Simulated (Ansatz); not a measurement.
# C3H2F4: one molecule under many settings

How do the results and run time of C3H2F4 respond when the settings are drawn wide?

Program: Ansatz 0.2.0, Gaussian basis. Level of theory: the settings change from run to run. These are calculated values, not measurements.

**1. The relaxed structure**

An earlier PBE0-D4 in a triple-zeta def2 set relaxation fixed the geometry.

SMILES `F[C@H]1[C@H](F)C1(F)F`, 9 atoms, charge 0, spin multiplicity 1.

Atoms are counted from 1 here; the program's logs count them from 0.

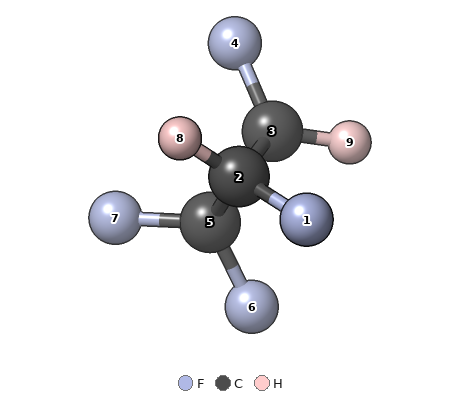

The structure; fluorine light blue, carbon dark grey, hydrogen pink; atoms are numbered from 1 in the order of the file.

**2. wB97/def2-mTZVPP**

Options: the search for lower states set to full.

The input, in.yaml:

```yaml
crystal:
  periodic: [false, false, false]
  atoms:
    - {symbol: F, position_ang: [-0.903172, -0.472181, 1.700329]}
    - {symbol: C, position_ang: [0.046581, -0.463634, 0.743301]}
    - {symbol: C, position_ang: [-0.371318, -0.366409, -0.702701]}
    - {symbol: F, position_ang: [0.251171, -1.136851, -1.617542]}
    - {symbol: C, position_ang: [0.335429, 0.769945, -0.043883]}
    - {symbol: F, position_ang: [-0.354104, 1.887090, 0.180532]}
    - {symbol: F, position_ang: [1.605784, 1.035389, -0.343171]}
    - {symbol: H, position_ang: [0.907766, -1.090626, 0.958496]}
    - {symbol: H, position_ang: [-1.429736, -0.208924, -0.892461]}
basis:
  gaussian: {orbitals: def2-mTZVPP}
hamiltonian: {xc: {name: wB97}}
scf: {lower_state_search: full}
```

Started as:

```
ansatz run in.yaml --threads 4 --pin off --events-out ev --progress --plain --max-ram 10444MiB
```

The program printed:

```text
Functional definition: wB97
  name "wB97"
  cite "Chai & Head-Gordon, J. Chem. Phys. 128, 084106 (2008) doi:10.1063/1.2834918"
  cite "Becke, J. Chem. Phys. 107, 8554 (1997) doi:10.1063/1.475007"
  parameter omega = 0.4/bohr
  parameter cx1 = 1.13116
  parameter cx2 = -2.74915
  parameter cx3 = 12.0900
  parameter cx4 = -5.71642
  parameter css1 = -2.55352
  parameter css2 = 11.8926
  parameter css3 = -26.9452
  parameter css4 = 17.0927
  parameter cos1 = 3.99051
  parameter cos2 = -17.0066
  parameter cos3 = 1.07292
  parameter cos4 = 8.88211
  # The coefficients of nought are those of the uniform gas.
  exchange = spin_sum(e_x_unif_sr(omega)*poly(b97_u_x, 1, cx1, cx2, cx3, cx4)) + exact_x_lr(omega)
  correlation = spin_sum(e_c_pw_same_spin*poly(b97_u_same, 1, css1, css2, css3, css4))
      + integral(e_c_pw_opposite_spin*poly(b97_u_opposite, 1, cos1, cos2, cos3, cos4))
1276 factors; their error is unknown
417 factors; integrals over basis functions are off by at most 2.0e-5 eV
mean field evaluation 1: about -14010.0375 eV, gradient 4.2e1 eV
mean field evaluation 2: about -14010.8054 eV, gradient 4.1e1 eV
mean field evaluation 4: about -14012.7649 eV, gradient 1.4e0 eV
mean field evaluation 8: about -14012.7668 eV, gradient 5.8e-2 eV
mean field evaluation 16: about -14012.7279 eV, gradient 3.8e-5 eV
mean field -14012.72794587 eV, -514.9582538427 hartree, gradient 3.8e-5 eV, S^2 0.000000; 0 other end points of the search recorded, 0 dependent functions left out
reference -14012.72793930 eV, -514.9582536012 hartree; 28, 28 occupied and 135, 135 virtual orbitals, 1276 factors
Total energy: -14012.72793930 eV, -514.9582536012 hartree
```

Run time: 4.1 s. Hardware: 4 threads of Arm Neoverse V1, shared host; peak memory 0.32 GiB.

**3. B3LYP5/def2-mTZVP**

This run has atoms shaken by 0.08 Å, density fitting with cc-pVTZ-jkfit, high accuracy.

The input, in.yaml:

```yaml
crystal:
  periodic: [false, false, false]
  atoms:
    - {symbol: F, position_ang: [-0.813303, -0.471582, 1.805875]}
    - {symbol: C, position_ang: [0.034214, -0.409732, 0.752012]}
    - {symbol: C, position_ang: [-0.452435, -0.472584, -0.677056]}
    - {symbol: F, position_ang: [0.108343, -1.235450, -1.546115]}
    - {symbol: C, position_ang: [0.350040, 0.803596, -0.094645]}
    - {symbol: F, position_ang: [-0.324004, 1.904873, 0.215620]}
    - {symbol: F, position_ang: [1.564999, 0.985798, -0.356022]}
    - {symbol: H, position_ang: [1.011352, -1.000825, 0.994124]}
    - {symbol: H, position_ang: [-1.406014, -0.258498, -0.819212]}
basis:
  gaussian: {orbitals: def2-mTZVP, fitting: {mean_field: cc-pVTZ-jkfit}}
hamiltonian: {xc: {name: B3LYP5}}
accuracy: high
```

Same command.

The program printed, shortened:

```text
Functional definition: B3LYP5
  name "B3LYP5"
  cite "Stephens, Devlin, Chabalowski & Frisch, J. Phys. Chem. 98, 11623 (1994) doi:10.1021/j100096a001"
  cite "Becke, Phys. Rev. A 38, 3098 (1988) doi:10.1103/PhysRevA.38.3098"
  cite "Lee, Yang & Parr, Phys. Rev. B 37, 785 (1988) doi:10.1103/PhysRevB.37.785"
  cite "Vosko, Wilk & Nusair, Can. J. Phys. 58, 1200 (1980) doi:10.1139/p80-159"
[...]
613 factors; integrals over basis functions are off by at most 1.3e-1 eV
[...]
mean field -14007.85385700 eV, -514.7791343803 hartree, gradient 3.3e-8 eV, S^2 0.000000; 0 other end points of the search recorded, 0 dependent functions left out
reference -14007.85389235 eV, -514.7791356794 hartree; 28, 28 occupied and 111, 111 virtual orbitals, 613 factors
Total energy: -14007.85389235 eV, -514.7791356794 hartree
```

It took 2.4 s on 4 threads of Arm Neoverse V1, shared host.

**4. PBE0-DH/def2-SVPD**

The input, in.yaml:

```yaml
crystal:
  periodic: [false, false, false]
  atoms:
    - {symbol: F, position_ang: [-0.903172, -0.472181, 1.700329]}
    - {symbol: C, position_ang: [0.046581, -0.463634, 0.743301]}
    - {symbol: C, position_ang: [-0.371318, -0.366409, -0.702701]}
    - {symbol: F, position_ang: [0.251171, -1.136851, -1.617542]}
    - {symbol: C, position_ang: [0.335429, 0.769945, -0.043883]}
    - {symbol: F, position_ang: [-0.354104, 1.887090, 0.180532]}
    - {symbol: F, position_ang: [1.605784, 1.035389, -0.343171]}
    - {symbol: H, position_ang: [0.907766, -1.090626, 0.958496]}
    - {symbol: H, position_ang: [-1.429736, -0.208924, -0.892461]}
basis:
  gaussian: {orbitals: def2-SVPD}
hamiltonian: {xc: {name: PBE0-DH}}
output: {forces: true}
```

The command is unchanged.

The program printed, shortened:

```text
Functional definition: PBE0-DH
  name "PBE0-DH"
  cite "Brémond & Adamo, J. Chem. Phys. 135, 024106 (2011) doi:10.1063/1.3604569"
  cite "Perdew, Burke & Ernzerhof, Phys. Rev. Lett. 77, 3865 (1996) doi:10.1103/PhysRevLett.77.3865"
[...]
1648 factors; integrals over basis functions are off by at most 9.6e-4 eV
[...]
mean field -13979.17533382 eV, -513.7252180926 hartree, gradient 1.7e-6 eV, S^2 0.000000; 0 other end points of the search recorded, 0 dependent functions left out
7 core orbitals not correlated: weight in the atoms' cores, before any rotation towards them, 1.000 or more for the frozen orbitals, at most 0.000 for the correlated occupied ones
reference -13979.17535908 eV, -513.7252190209 hartree; 21, 21 occupied and 140, 140 virtual orbitals, 1648 factors
second order -38.86186446 eV of doubles, -0.00000000 eV of singles
[...]
Total energy: -13984.03309214 eV, -513.9037374181 hartree
Atom 0 at    -0.903172    -0.472181     1.700329 Å, force     0.182307     0.036981    -0.211019 eV/Å
Atom 1 at     0.046581    -0.463634     0.743301 Å, force    -0.253936     0.098062     0.001076 eV/Å
Atom 2 at    -0.371318    -0.366409    -0.702701 Å, force     0.247931    -0.112629    -0.000274 eV/Å
Atom 3 at     0.251171    -1.136851    -1.617542 Å, force    -0.093187     0.175027     0.199609 eV/Å
Atom 4 at     0.335429     0.769945    -0.043883 Å, force     0.087439     0.207999    -0.011310 eV/Å
Atom 5 at    -0.354104     1.887090     0.180532 Å, force     0.139818    -0.279463    -0.048038 eV/Å
Atom 6 at     1.605784     1.035389    -0.343171 Å, force    -0.295273    -0.090432     0.068002 eV/Å
Atom 7 at     0.907766    -1.090626     0.958496 Å, force     0.104851    -0.063479     0.028887 eV/Å
Atom 8 at    -1.429736    -0.208924    -0.892461 Å, force    -0.119948     0.027933    -0.026933 eV/Å
Dipole moment:    -0.074763    -0.177974     0.009641 e Å
```

Wall time 10 s (4 threads of Arm Neoverse V1, shared host); peak memory 0.65 GiB.

Largest force 0.316 eV/Å, dipole 0.93 D.

**5. B3LYP5/ANO-RCC-VTZP**

This run has charge -1, multiplicity 2, relativity set to scalar, high accuracy.

in.yaml: that of step 4 with these lines changed.

```diff
@@ -13,4 +13,7 @@
 basis:
-  gaussian: {orbitals: def2-SVPD}
-hamiltonian: {xc: {name: PBE0-DH}}
+  gaussian: {orbitals: ANO-RCC-VTZP}
+total_charge: -1
+magnetization: {spin_polarized: true, initial_magnetization: 1}
+hamiltonian: {xc: {name: B3LYP5}, pseudopotentials: {relativity: scalar}}
+accuracy: high
 output: {forces: true}
```

Same command.

The program printed, shortened:

```text
Functional definition: B3LYP5
  name "B3LYP5"
  cite "Stephens, Devlin, Chabalowski & Frisch, J. Phys. Chem. 98, 11623 (1994) doi:10.1021/j100096a001"
  cite "Becke, Phys. Rev. A 38, 3098 (1988) doi:10.1103/PhysRevA.38.3098"
  cite "Lee, Yang & Parr, Phys. Rev. B 37, 785 (1988) doi:10.1103/PhysRevB.37.785"
  cite "Vosko, Wilk & Nusair, Can. J. Phys. 58, 1200 (1980) doi:10.1139/p80-159"
[...]
4638 factors; integrals over basis functions are off by at most 2.8e-9 eV
[...]
mean field -14019.60284681 eV, -515.2109017922 hartree, gradient 5.9e-8 eV, S^2 0.750234; 6 other end points of the search recorded, 0 dependent functions left out
[...]
reference -14019.60288239 eV, -515.2109030996 hartree; 29, 28 occupied and 209, 210 virtual orbitals, 4638 factors
Total energy: -14019.60288239 eV, -515.2109030996 hartree
Relativity: scalar
Atom 0 at    -0.903172    -0.472181     1.700329 Å, force    -0.590686    -0.108851     0.761344 eV/Å
Atom 1 at     0.046581    -0.463634     0.743301 Å, force     0.532631     0.342423    -1.361484 eV/Å
Atom 2 at    -0.371318    -0.366409    -0.702701 Å, force    -0.076602     0.742869     1.302698 eV/Å
Atom 3 at     0.251171    -1.136851    -1.617542 Å, force     0.307053    -0.566423    -0.724698 eV/Å
Atom 4 at     0.335429     0.769945    -0.043883 Å, force    -0.744127    -1.771461     0.095900 eV/Å
Atom 5 at    -0.354104     1.887090     0.180532 Å, force    -0.303371     1.088250     0.146989 eV/Å
Atom 6 at     1.605784     1.035389    -0.343171 Å, force     0.982094     0.527536    -0.234560 eV/Å
Atom 7 at     0.907766    -1.090626     0.958496 Å, force     0.261660    -0.236714     0.428847 eV/Å
Atom 8 at    -1.429736    -0.208924    -0.892461 Å, force    -0.368653    -0.017629    -0.415037 eV/Å
Dipole moment:     0.295260     0.702840    -0.038068 e Å
```

Wall time 4.3 min (4 threads of Arm Neoverse V1, shared host); peak memory 2.7 GiB.

Largest force 1.924 eV/Å, ⟨S²⟩ 0.750.

**6. r2SCANh/def2-TZVPP**

Options: D3(BJ) with three-body dispersion, relativity set to none.

in.yaml: that of step 5 with these lines changed.

```diff
@@ -13,7 +13,3 @@
 basis:
-  gaussian: {orbitals: ANO-RCC-VTZP}
-total_charge: -1
-magnetization: {spin_polarized: true, initial_magnetization: 1}
-hamiltonian: {xc: {name: B3LYP5}, pseudopotentials: {relativity: scalar}}
-accuracy: high
-output: {forces: true}
+  gaussian: {orbitals: def2-TZVPP}
+hamiltonian: {xc: {name: r2SCANh}, dispersion: d3bjatm, pseudopotentials: {relativity: none}}
```

The command is unchanged.

The program printed, shortened:

```text
Functional definition: r2SCANh
  name "r2SCANh"
  cite "Bursch, Neugebauer, Ehlert & Grimme, J. Chem. Phys. 156, 134105 (2022) doi:10.1063/5.0086040"
  cite "Furness, Kaplan, Ning, Perdew & Sun, J. Phys. Chem. Lett. 11, 8208 (2020) doi:10.1021/acs.jpclett.0c02405"
  cite "Furness, Kaplan, Ning, Perdew & Sun, J. Phys. Chem. Lett. 11, 9248 (2020) doi:10.1021/acs.jpclett.0c03077"
  parent r2scan
[...]
1282 factors; their error is unknown
[...]
mean field -14008.10366099 eV, -514.7883145078 hartree, gradient 5.6e-5 eV, S^2 0.000000; 0 other end points of the search recorded, 0 dependent functions left out
reference -14008.10366794 eV, -514.7883147632 hartree; 28, 28 occupied and 217, 217 virtual orbitals, 1282 factors
Total energy: -14008.14354628 eV, -514.7897802649 hartree
```

Run time: 4.6 s. Hardware: 4 threads of Arm Neoverse V1, shared host; peak memory 0.49 GiB.

**7. rPW86-PBE/def2-TZVPP**

This run has high accuracy.

in.yaml: that of step 6 with these lines changed.

```diff
@@ -14,2 +14,4 @@
   gaussian: {orbitals: def2-TZVPP}
-hamiltonian: {xc: {name: r2SCANh}, dispersion: d3bjatm, pseudopotentials: {relativity: none}}
+hamiltonian: {xc: {name: rPW86-PBE}}
+accuracy: high
+output: {forces: true}
```

Launched as before.

The program printed, shortened:

```text
Functional definition: rPW86-PBE
  name "rPW86-PBE"
  cite "Murray, Lee & Langreth, J. Chem. Theory Comput. 5, 2754 (2009) doi:10.1021/ct900365q"
  cite "Perdew, Burke & Ernzerhof, Phys. Rev. Lett. 77, 3865 (1996) doi:10.1103/PhysRevLett.77.3865"
  parent pbe
[...]
4271 factors; integrals over basis functions are off by at most 4.0e-8 eV
[...]
mean field -14039.22503637 eV, -515.9320039581 hartree, gradient 3.9e-8 eV, S^2 0.000000; 0 other end points of the search recorded, 0 dependent functions left out
[...]
reference -14039.22504741 eV, -515.9320043639 hartree; 28, 28 occupied and 217, 217 virtual orbitals, 4271 factors
Total energy: -14039.22504741 eV, -515.9320043639 hartree
Atom 0 at    -0.903172    -0.472181     1.700329 Å, force    -0.792428    -0.045320     0.865138 eV/Å
Atom 1 at     0.046581    -0.463634     0.743301 Å, force     0.635301    -0.243804    -0.209189 eV/Å
Atom 2 at    -0.371318    -0.366409    -0.702701 Å, force    -0.610620     0.302281     0.206028 eV/Å
Atom 3 at     0.251171    -1.136851    -1.617542 Å, force     0.489665    -0.675467    -0.826029 eV/Å
Atom 4 at     0.335429     0.769945    -0.043883 Å, force    -0.236425    -0.562927     0.030440 eV/Å
Atom 5 at    -0.354104     1.887090     0.180532 Å, force    -0.679212     1.070419     0.236389 eV/Å
Atom 6 at     1.605784     1.035389    -0.343171 Å, force     1.229306     0.239177    -0.307374 eV/Å
Atom 7 at     0.907766    -1.090626     0.958496 Å, force     0.092657    -0.086856     0.034120 eV/Å
Atom 8 at    -1.429736    -0.208924    -0.892461 Å, force    -0.128245     0.002498    -0.029522 eV/Å
Dipole moment:    -0.064397    -0.153296     0.008304 e Å
```

Wall time 25 s (4 threads of Arm Neoverse V1, shared host); peak memory 1.7 GiB.

Largest force 1.290 eV/Å, dipole 0.80 D.

**8. BLYP/def2-TZVPP**

This run has D3(BJ) dispersion.

in.yaml: that of step 7 with these lines changed.

```diff
@@ -14,4 +14,2 @@
   gaussian: {orbitals: def2-TZVPP}
-hamiltonian: {xc: {name: rPW86-PBE}}
-accuracy: high
-output: {forces: true}
+hamiltonian: {xc: {name: BLYP}, dispersion: d3bj}
```

Launched as before.

The program printed:

```text
Functional definition: BLYP
  name "BLYP"
  cite "Becke, Phys. Rev. A 38, 3098 (1988) doi:10.1103/PhysRevA.38.3098"
  cite "Lee, Yang & Parr, Phys. Rev. B 37, 785 (1988) doi:10.1103/PhysRevB.37.785"
  parameter beta = 0.0042
  parameter a = 0.04918
  parameter b = 0.132
  parameter c = 0.2533
  parameter d = 0.349
  exchange = b88_x(beta = beta)
  correlation = lyp_c(a = a, b = b, c = c, d = d)
1282 factors; their error is unknown
mean field evaluation 1: about -14007.3437 eV, gradient 5.5e1 eV
mean field evaluation 2: about -14004.0653 eV, gradient 6.7e1 eV
mean field evaluation 4: about -14013.0371 eV, gradient 4.0e0 eV
mean field evaluation 8: about -14013.0186 eV, gradient 7.3e-1 eV
mean field evaluation 16: about -14013.0194 eV, gradient 1.8e-4 eV
mean field -14013.01938694 eV, -514.9689641044 hartree, gradient 1.9e-5 eV, S^2 0.000000; 0 other end points of the search recorded, 0 dependent functions left out
reference -14013.01965766 eV, -514.9689740531 hartree; 28, 28 occupied and 217, 217 virtual orbitals, 1282 factors
Total energy: -14013.33359561 eV, -514.9805110600 hartree
```

Run time: 1.9 s. Hardware: 4 threads of Arm Neoverse V1, shared host; peak memory 0.3 GiB.

**9. RPBE/def2-TZVPP**

Set apart from the defaults: charge +1, multiplicity 2, a grid of angular degree 11, a point charge of 2.00 e beside it, D4 dispersion, the search for lower states set to off.

in.yaml: that of step 8 with these lines changed.

```diff
@@ -13,3 +13,6 @@
 basis:
-  gaussian: {orbitals: def2-TZVPP}
-hamiltonian: {xc: {name: BLYP}, dispersion: d3bj}
+  gaussian: {orbitals: def2-TZVPP, final_grid: {core_spheres: 5, valence_spheres: 4, degree: 11}, point_charges: [{charge: 2.00, position_ang: [6.058, 0.255, -0.803]}]}
+total_charge: 1
+magnetization: {spin_polarized: true, initial_magnetization: 1}
+hamiltonian: {xc: {name: RPBE}, dispersion: d4}
+scf: {lower_state_search: off}
```

Same command.

The program printed, shortened:

```text
Functional definition: RPBE
  name "RPBE"
  cite "Hammer, Hansen & Nørskov, Phys. Rev. B 59, 7413 (1999) doi:10.1103/PhysRevB.59.7413"
  cite "Perdew, Burke & Ernzerhof, Phys. Rev. Lett. 77, 3865 (1996) doi:10.1103/PhysRevLett.77.3865"
[...]
1282 factors; their error is unknown
[...]
mean field -13998.73905745 eV, -514.4441716752 hartree, gradient 3.8e-6 eV, S^2 0.751117; 0 other end points of the search recorded, 0 dependent functions left out
reference -13998.73908417 eV, -514.4441726569 hartree; 28, 27 occupied and 217, 218 virtual orbitals, 1282 factors
Total energy: -13999.32208792 eV, -514.4655976496 hartree
Checks for a lower state left out: stability, starts, cluster_reference, orbital_swaps, neighbouring_geometries, increment
```

Run time: 2.1 s. Hardware: 4 threads of Arm Neoverse V1, shared host; peak memory 0.32 GiB.

⟨S²⟩ 0.751.

**10. revPBE0/6-31++G****

Options: multiplicity 3, restricted open-shell orbitals, a grid of angular degree 47, D4 dispersion.

in.yaml: that of step 9 with these lines changed.

```diff
@@ -13,6 +13,5 @@
 basis:
-  gaussian: {orbitals: def2-TZVPP, final_grid: {core_spheres: 5, valence_spheres: 4, degree: 11}, point_charges: [{charge: 2.00, position_ang: [6.058, 0.255, -0.803]}]}
-total_charge: 1
-magnetization: {spin_polarized: true, initial_magnetization: 1}
-hamiltonian: {xc: {name: RPBE}, dispersion: d4}
-scf: {lower_state_search: off}
+  gaussian: {orbitals: "6-31++G**", final_grid: {core_spheres: 20, valence_spheres: 16, degree: 47}}
+magnetization: {spin_polarized: false, initial_magnetization: 2}
+hamiltonian: {xc: {name: revPBE0}, dispersion: d4}
+output: {forces: true}
```

Same command.

The program printed, shortened:

```text
Functional definition: revPBE0
  name "revPBE0"
  cite "Zhang & Yang, Phys. Rev. Lett. 80, 890 (1998) doi:10.1103/PhysRevLett.80.890"
  cite "Adamo & Barone, J. Chem. Phys. 110, 6158 (1999) doi:10.1063/1.478522"
  cite "Perdew, Burke & Ernzerhof, Phys. Rev. Lett. 77, 3865 (1996) doi:10.1103/PhysRevLett.77.3865"
[...]
1225 factors; integrals over basis functions are off by at most 1.1e-3 eV
[...]
mean field -13996.41012208 eV, -514.3585848789 hartree, gradient 9.2e-6 eV, S^2 2.000000; 4 other end points of the search recorded, 0 dependent functions left out
[...]
reference -13996.41018452 eV, -514.3585871734 hartree; 29, 27 occupied and 116, 118 virtual orbitals, 1225 factors
Total energy: -13996.79049531 eV, -514.3725633372 hartree
Atom 0 at    -0.903172    -0.472181     1.700329 Å, force    -1.261464     0.221120     2.042741 eV/Å
Atom 1 at     0.046581    -0.463634     0.743301 Å, force    -0.319597    -1.356570    -4.884461 eV/Å
Atom 2 at    -0.371318    -0.366409    -0.702701 Å, force    -0.553923    -0.723080     4.997009 eV/Å
Atom 3 at     0.251171    -1.136851    -1.617542 Å, force     0.962668    -0.932396    -2.004225 eV/Å
Atom 4 at     0.335429     0.769945    -0.043883 Å, force    -0.270980    -0.645311     0.035232 eV/Å
Atom 5 at    -0.354104     1.887090     0.180532 Å, force     0.368456     1.967125     0.377294 eV/Å
Atom 6 at     1.605784     1.035389    -0.343171 Å, force     1.128508     1.596459    -0.570459 eV/Å
Atom 7 at     0.907766    -1.090626     0.958496 Å, force     0.482027    -0.218323     1.095127 eV/Å
Atom 8 at    -1.429736    -0.208924    -0.892461 Å, force    -0.535694     0.090975    -1.088259 eV/Å
Dipole moment:     0.036341     0.086504    -0.004686 e Å
```

Run time: 13 s. Hardware: 4 threads of Arm Neoverse V1, shared host; peak memory 0.61 GiB.

Largest force 5.079 eV/Å, dipole 0.45 D.

**11. The runs in one table**

```csv
level,charge,multiplicity,geometry,functions,energy (eV),time
wB97/def2-mTZVPP,0,1,relaxed,163,-14012.728,4.1 s
B3LYP5/def2-mTZVP,0,1,shaken,139,-14007.854,2.4 s
PBE0-DH/def2-SVPD,0,1,relaxed,168,-13984.033,10 s
B3LYP5/ANO-RCC-VTZP,-1,2,relaxed,238,-14019.603,4.3 min
r2SCANh/def2-TZVPP,0,1,relaxed,245,-14008.144,4.6 s
rPW86-PBE/def2-TZVPP,0,1,relaxed,245,-14039.225,25 s
BLYP/def2-TZVPP,0,1,relaxed,245,-14013.334,1.9 s
RPBE/def2-TZVPP,1,2,"relaxed, point charge",245,-13999.322,2.1 s
revPBE0/6-31++G**,0,3,relaxed,145,-13996.790,13 s
```

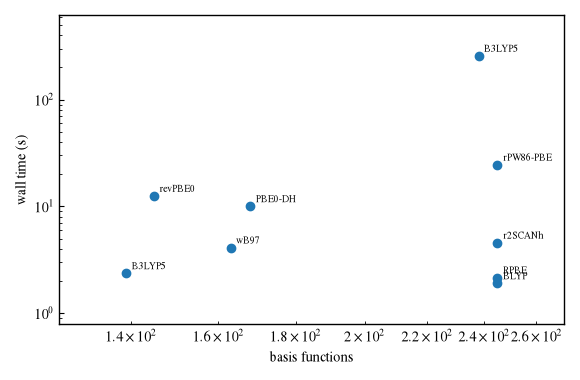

Wall time against the number of basis functions (shared host).

**12. What came out**

| quantity | value |
| --- | --- |
| runs | 9 |
| quickest | BLYP/def2-TZVPP, 1.9 s |
| slowest | B3LYP5/ANO-RCC-VTZP, 4.3 min |
| spread of total energies, same state and geometry | 55.2 eV |
| dipole, same state and geometry | 0.80 to 0.93 D |

Run time spans a factor of 135, from BLYP/def2-TZVPP to B3LYP5/ANO-RCC-VTZP. The jobs differ in tasks and options as well as level. The totals spread over 55 eV; they can't be compared across methods or bases. At the PBE0-D4/def2-TZVP geometry and in the same state, runs without warnings or point charges leave forces up to 1.29 eV/Å (rPW86-PBE/def2-TZVPP).
